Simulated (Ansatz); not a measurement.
# Nudged elastic band of AlHBrCl₂F

AlHBrCl₂F, computed with RKS BHLYP-D4/def2-SVP (Ansatz 0.2.0).

It belongs to a series of runs on one base structure; here: band between the two ends. Figures and captions count atoms from 1; the log counts them from 0 in places.

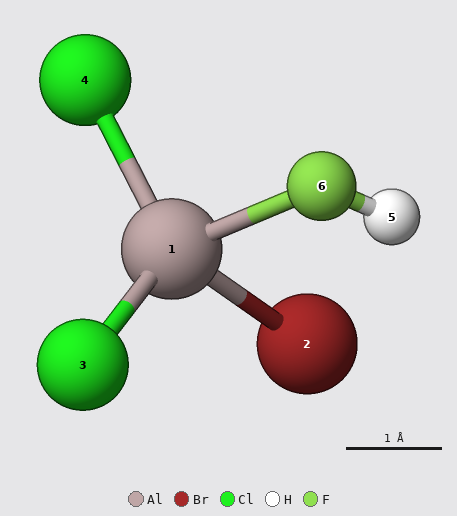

Fig. 1: The input geometry (ball-and-stick view, seen at a tilt; atoms are numbered from 1 in the order of the input). Sticks mark near contacts. Bond lengths as drawn: Al–Br 2.28 Å, Al–Cl 2.08 Å, Al–F 1.99 Å and F–H 0.94 Å.

Input file:
```yaml
crystal:
  periodic: [false, false, false]
  atoms:
    - { symbol: Al, position_ang: [-0.225275, -0.351711, -0.437159] }
    - { symbol: Br, position_ang: [1.177465, 1.245315, -1.263864] }
    - { symbol: Cl, position_ang: [0.515141, -2.29446, -0.282474] }
    - { symbol: Cl, position_ang: [-2.274577, -0.039495, -0.659257] }
    - { symbol: H, position_ang: [0.699962, 1.076137, 1.257318] }
    - { symbol: F, position_ang: [0.107285, 0.364215, 1.385436] }
basis:
  gaussian: { orbitals: def2-SVP }
hamiltonian:
  xc: { name: BHLYP }
  dispersion: d4
neb:
  order_check: false
  images: 7
  f_tol: 0.05
  max_iterations: 60
  final_atoms:
    - { symbol: Al, position_ang: [-0.49224651, -0.60017728, 0.05279689] }
    - { symbol: Br, position_ang: [1.1901645, 1.33767689, -0.80678161] }
    - { symbol: Cl, position_ang: [0.52103751, -2.33043032, -0.50813422] }
    - { symbol: Cl, position_ang: [-2.273917, -0.07104316, -0.88574967] }
    - { symbol: H, position_ang: [1.27105487, 1.66837383, 0.57385367] }
    - { symbol: F, position_ang: [-0.21609238, -0.00439897, 1.57401495] }
  initial_path:
    images:
      - { positions_ang: [[-0.225275, -0.351711, -0.437159], [1.177465, 1.245315, -1.263864], [0.515141, -2.29446, -0.282474], [-2.274577, -0.039495, -0.659257], [0.699962, 1.076137, 1.257318], [0.107285, 0.364215, 1.385436]] }
      - { positions_ang: [[-0.28799774, -0.42156288, -0.39874556], [1.20766612, 1.28685146, -1.2125582], [0.54967189, -2.29434815, -0.28616733], [-2.28339769, -0.00822795, -0.66621817], [0.71358362, 1.07565432, 1.14898998], [0.10047481, 0.36163421, 1.41469928]] }
      - { positions_ang: [[-0.35072047, -0.49141476, -0.36033212], [1.23786724, 1.32838791, -1.16125239], [0.58420277, -2.2942363, -0.28986066], [-2.29221838, 0.0230391, -0.67317933], [0.72720523, 1.07517164, 1.04066196], [0.09366461, 0.35905342, 1.44396255]] }
      - { positions_ang: [[-0.41344321, -0.56126664, -0.32191869], [1.26806836, 1.36992437, -1.10994659], [0.61873366, -2.29412446, -0.293554], [-2.30103907, 0.05430615, -0.6801405], [0.74082685, 1.07468896, 0.93233395], [0.08685442, 0.35647263, 1.47322583]] }
      - { positions_ang: [[-0.47616595, -0.63111853, -0.28350525], [1.29826948, 1.41146082, -1.05864078], [0.65326454, -2.29401261, -0.29724733], [-2.30985976, 0.0855732, -0.68710167], [0.75444847, 1.07420628, 0.82400593], [0.08004422, 0.35389183, 1.5024891]] }
      - { positions_ang: [[-0.48018609, -0.62338321, -0.19942972], [1.27124324, 1.39301484, -0.99567599], [0.62020779, -2.30311704, -0.34996905], [-2.30087407, 0.04641911, -0.73676367], [0.88360007, 1.22274817, 0.76146786], [0.00601007, 0.26431913, 1.52037056]] }
      - { positions_ang: [[-0.48420623, -0.6156479, -0.11535418], [1.24421699, 1.37456886, -0.9327112], [0.58715103, -2.31222146, -0.40269078], [-2.29188838, 0.00726502, -0.78642567], [1.01275167, 1.37129006, 0.6989298], [-0.06802408, 0.17474643, 1.53825203]] }
      - { positions_ang: [[-0.48822637, -0.60791259, -0.03127865], [1.21719074, 1.35612287, -0.86974641], [0.55409427, -2.32132589, -0.4554125], [-2.28290269, -0.03188907, -0.83608767], [1.14190327, 1.51983195, 0.63639174], [-0.14205823, 0.08517373, 1.55613349]] }
      - { positions_ang: [[-0.49224651, -0.60017728, 0.05279689], [1.1901645, 1.33767689, -0.80678161], [0.52103751, -2.33043032, -0.50813422], [-2.273917, -0.07104316, -0.88574967], [1.27105487, 1.66837383, 0.57385367], [-0.21609238, -0.00439897, 1.57401495]] }
```

Machine: 2 threads of AMD EPYC (Zen 3), 16 GiB of memory available, shared host.

Run as:
```bash
ansatz run input.yaml --threads 2 --pin off --max-ram 3072MiB --backend cpu --events-out ev --progress --plain --runs-dir out
```

Output:
```
Engine: ansatz 0.2.0, x86_64-unknown-linux-gnu
Functional definition: BHLYP
  parameter a = 0.5
  exchange = (1 - a)*b88_x + a*exact_x
  correlation = lyp_c
1033 factors; integrals over basis functions are off by at most 3.6e-4 eV
mean field evaluation 1: about -104404.9578 eV, gradient 2.5e1 eV
mean field evaluation 2: about -104405.4689 eV, gradient 2.2e1 eV
mean field evaluation 4: about -104406.3546 eV, gradient 6.4e-1 eV
mean field evaluation 8: about -104406.3790 eV, gradient 4.3e-2 eV
mean field evaluation 16: about -104406.3790 eV, gradient 2.2e-5 eV
mean field -104406.37904949 eV, -3836.8636608834 hartree, gradient 2.2e-5 eV, S^2 0.000000; 0 other end points of the search recorded, 0 dependent functions left out
the calculation of the forces begins
reference -104406.37921304 eV, -3836.8636668938 hartree; 46, 46 occupied and 59, 59 virtual orbitals, 1033 factors
1035 factors; integrals over basis functions are off by at most 1.2e-3 eV
mean field -104406.29125200 eV, -3836.8604343849 hartree, gradient 1.8e-5 eV, S^2 0.000000; 0 other end points of the search recorded, 0 dependent functions left out
[... from here on the field's lines of each further geometry are left out, up to the last ...]
NEB iter   1: max|band force component| = 3.149e0 eV/Å  barrier→ = 1.5798 eV  barrier← = 1.4888 eV  Δτ_max = 0.2000 Å  (227 SCF iters)
NEB iter   2: max|band force component| = 1.862e0 eV/Å  barrier→ = 0.6572 eV  barrier← = 0.5662 eV  Δτ_max = 0.1976 Å  (208 SCF iters)
NEB iter   3: max|band force component| = 9.683e-1 eV/Å  barrier→ = 0.4827 eV  barrier← = 0.3917 eV  Δτ_max = 0.1974 Å  (207 SCF iters)
NEB iter   4: max|band force component| = 1.290e0 eV/Å  barrier→ = 0.4405 eV  barrier← = 0.3495 eV  Δτ_max = 0.1000 Å  (206 SCF iters)
NEB iter   5: max|band force component| = 6.038e-1 eV/Å  barrier→ = 0.4702 eV  barrier← = 0.3792 eV  Δτ_max = 0.1005 Å  (207 SCF iters)
NEB iter   6: max|band force component| = 7.151e-1 eV/Å  barrier→ = 0.4240 eV  barrier← = 0.3329 eV  Δτ_max = 0.0307 Å  (210 SCF iters)
NEB iter   7: max|band force component| = 2.843e-1 eV/Å  barrier→ = 0.4018 eV  barrier← = 0.3108 eV  CI = image 4  Δτ_max = 0.0404 Å  (208 SCF iters)
NEB iter   8: max|band force component| = 1.823e-1 eV/Å  barrier→ = 0.4142 eV  barrier← = 0.3232 eV  CI = image 4  Δτ_max = 0.0240 Å  (202 SCF iters)
NEB iter   9: max|band force component| = 7.595e-2 eV/Å  barrier→ = 0.4131 eV  barrier← = 0.3221 eV  CI = image 4  Δτ_max = 0.0058 Å  (194 SCF iters)
the calculation of the forces begins
reference -104406.27439875 eV, -3836.8598150394 hartree; 46, 46 occupied and 59, 59 virtual orbitals, 1035 factors
1034 factors; integrals over basis functions are off by at most 9.6e-4 eV
mean field evaluation 672: about -104405.9665 eV, gradient 3.5e-5 eV
mean field -104405.96653559 eV, -3836.8485012770 hartree, gradient 8.8e-6 eV, S^2 0.000000; 1 other end points of the search recorded, 0 dependent functions left out
the calculation of the forces begins
reference -104405.96670205 eV, -3836.8485073945 hartree; 46, 46 occupied and 59, 59 virtual orbitals, 1034 factors
NEB iter  10: max|band force component| = 1.450e-2 eV/Å  barrier→ = 0.4129 eV  barrier← = 0.3219 eV  CI = image 4  Δτ_max = 0.0000 Å  (339 SCF iters)
```

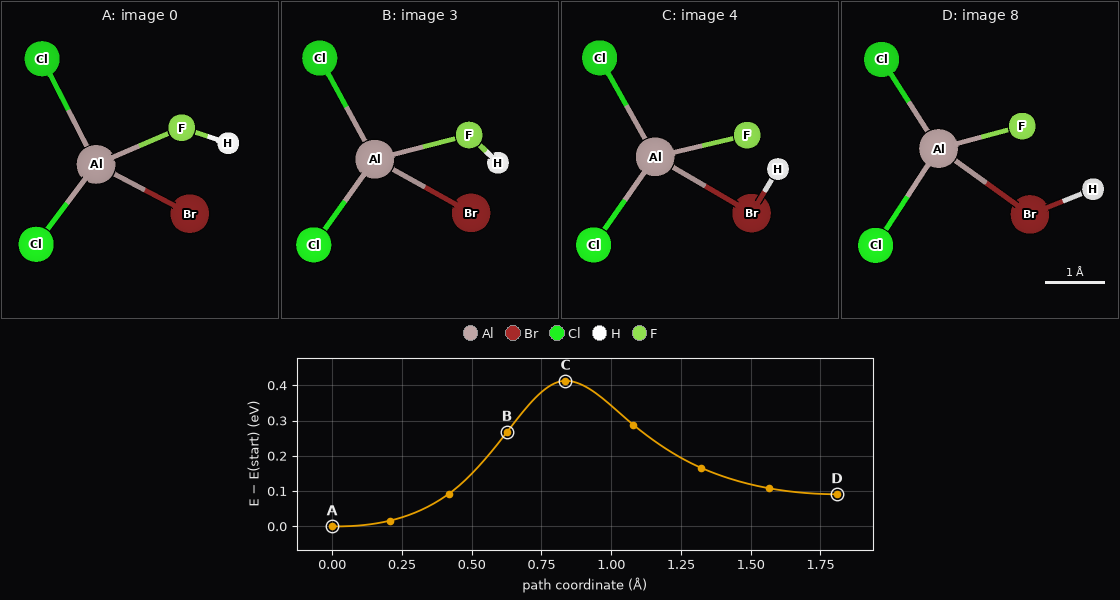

Fig. 2: Images of the last band (counted from 0; ball-and-stick, seen at a tilt) above the energy along the path; the line is a cubic interpolation that uses the forces. The highest image is number 4, 0.413 eV above the start and 0.322 eV above the end (the climbing image); the end lies 0.091 eV above the start. The path is 1.81 Å long. The band converged in 10 iterations.

```
Total energy: -104406.26988200 eV, -3836.8596490520 hartree
Atom 0 at    -0.342889    -0.446918    -0.135608 Å, force    -0.002346    -0.003453    -0.004777 eV/Å
Atom 1 at     1.214003     1.358668    -0.864106 Å, force     0.003147     0.004474     0.003680 eV/Å
Atom 2 at     0.520161    -2.323213    -0.350049 Å, force    -0.002099     0.008260     0.002553 eV/Å
Atom 3 at    -2.292966    -0.049828    -0.727938 Å, force     0.007958     0.000008     0.003866 eV/Å
Atom 4 at     0.810523     1.117548     0.688562 Å, force    -0.007675    -0.011775    -0.013095 eV/Å
Atom 5 at     0.091167     0.343744     1.389140 Å, force     0.001014     0.002486     0.007772 eV/Å
Dipole moment:     0.241522     0.307672     0.053182 e Å
this run last wrote the band of iteration 10 to [file]
```

The last band as extended XYZ (Å, eV, eV/Å):
```
6
Properties=species:S:1:pos:R:3:forces:R:3 image=0 energy=-104406.68262
Al   -0.2253   -0.3517   -0.4372   -0.0008  -0.0017  -0.0036
Br    1.1775    1.2453   -1.2639    0.0040   0.0048  -0.0028
Cl    0.5151   -2.2945   -0.2825    0.0007  -0.0014  -0.0008
Cl   -2.2746   -0.0395   -0.6593   -0.0011   0.0004  -0.0011
H     0.7000    1.0761    1.2573    0.0230   0.0251  -0.0196
F     0.1073    0.3642    1.3854   -0.0259  -0.0271   0.0280
6
Properties=species:S:1:pos:R:3:forces:R:3 image=1 energy=-104406.66598
Al   -0.2451   -0.3684   -0.3889    0.0255   0.0206  -0.0622
Br    1.1839    1.2734   -1.1430   -0.0061  -0.0246  -0.1041
Cl    0.5095   -2.3070   -0.2944    0.0000   0.0091   0.0155
Cl   -2.2834   -0.0490   -0.6712    0.0058   0.0040   0.0161
H     0.7124    1.0666    1.1035   -0.0107   0.0088   0.1380
F     0.1227    0.3844    1.3939   -0.0146  -0.0179  -0.0034
6
Properties=species:S:1:pos:R:3:forces:R:3 image=2 energy=-104406.59039
Al   -0.2717   -0.3890   -0.3161    0.1003   0.0806  -0.2640
Br    1.1906    1.3011   -1.0297   -0.0331  -0.0856  -0.2662
Cl    0.5100   -2.3165   -0.3116   -0.0129   0.0185   0.0543
Cl   -2.2903   -0.0531   -0.6894    0.0118  -0.0014   0.0575
H     0.7222    1.0529    0.9556   -0.0731  -0.0242   0.3933
F     0.1391    0.4046    1.3913    0.0071   0.0121   0.0250
6
Properties=species:S:1:pos:R:3:forces:R:3 image=3 energy=-104406.41460
Al   -0.3088   -0.4187   -0.2191    0.1723   0.1380  -0.4526
Br    1.2027    1.3327   -0.9325   -0.0556  -0.1254  -0.3389
Cl    0.5151   -2.3224   -0.3323   -0.0254   0.0141   0.0800
Cl   -2.2938   -0.0523   -0.7106    0.0056  -0.0111   0.0841
H     0.7475    1.0609    0.8155   -0.3363  -0.3047   0.6684
F     0.1373    0.3998    1.3790    0.2394   0.2892  -0.0410
6
Properties=species:S:1:pos:R:3:forces:R:3 image=4 energy=-104406.26972
Al   -0.3429   -0.4469   -0.1356   -0.0023  -0.0035  -0.0048
Br    1.2140    1.3587   -0.8641    0.0031   0.0045   0.0037
Cl    0.5202   -2.3232   -0.3500   -0.0021   0.0083   0.0026
Cl   -2.2930   -0.0498   -0.7279    0.0080   0.0000   0.0039
H     0.8105    1.1175    0.6886   -0.0077  -0.0118  -0.0131
F     0.0912    0.3437    1.3891    0.0010   0.0025   0.0078
6
Properties=species:S:1:pos:R:3:forces:R:3 image=5 energy=-104406.39471
Al   -0.3871   -0.4884   -0.0562   -0.1268  -0.1184   0.2316
Br    1.2292    1.3822   -0.8325    0.0323   0.0479   0.0481
Cl    0.5288   -2.3220   -0.3855    0.0152  -0.0044  -0.0640
Cl   -2.2877   -0.0455   -0.7642    0.0028   0.0054  -0.0657
H     0.9088    1.2254    0.6068    0.2814   0.3047  -0.2613
F     0.0081    0.2483    1.4316   -0.2050  -0.2352   0.1113
6
Properties=species:S:1:pos:R:3:forces:R:3 image=6 energy=-104406.51679
Al   -0.4335   -0.5361    0.0004   -0.0685  -0.0688   0.0962
Br    1.2335    1.3877   -0.8287   -0.0028  -0.0074  -0.0238
Cl    0.5337   -2.3218   -0.4345    0.0000  -0.0080  -0.0467
Cl   -2.2804   -0.0470   -0.8137   -0.0003  -0.0078  -0.0468
H     1.0203    1.3608    0.5924    0.1697   0.2020  -0.0474
F    -0.0735    0.1565    1.4840   -0.0981  -0.1100   0.0685
6
Properties=species:S:1:pos:R:3:forces:R:3 image=7 energy=-104406.57462
Al   -0.4655   -0.5706    0.0317   -0.0199  -0.0211   0.0200
Br    1.2139    1.3641   -0.8243   -0.0133  -0.0173  -0.0052
Cl    0.5261   -2.3266   -0.4750   -0.0065  -0.0046  -0.0184
Cl   -2.2768   -0.0608   -0.8531   -0.0001  -0.0097  -0.0175
H     1.1450    1.5153    0.5914    0.0766   0.0936  -0.0070
F    -0.1427    0.0786    1.5294   -0.0368  -0.0408   0.0282
6
Properties=species:S:1:pos:R:3:forces:R:3 image=8 energy=-104406.59161
Al   -0.4922   -0.6002    0.0528   -0.0008  -0.0038  -0.0174
Br    1.1902    1.3377   -0.8068    0.0009  -0.0005  -0.0091
Cl    0.5210   -2.3304   -0.5081   -0.0166   0.0127  -0.0014
Cl   -2.2739   -0.0710   -0.8858    0.0159  -0.0135   0.0031
H     1.2711    1.6684    0.5739    0.0019   0.0032   0.0055
F    -0.2161   -0.0044    1.5740   -0.0012   0.0018   0.0194
```

Results in brief:

```tsv
quantity	value
outcome	converged
barrier, forward	0.413 eV
barrier, backward	0.322 eV
wall time	2.8 min (CPU time 5.3 min)
peak memory	0.28 GiB
```

The order of the saddle point was not checked.
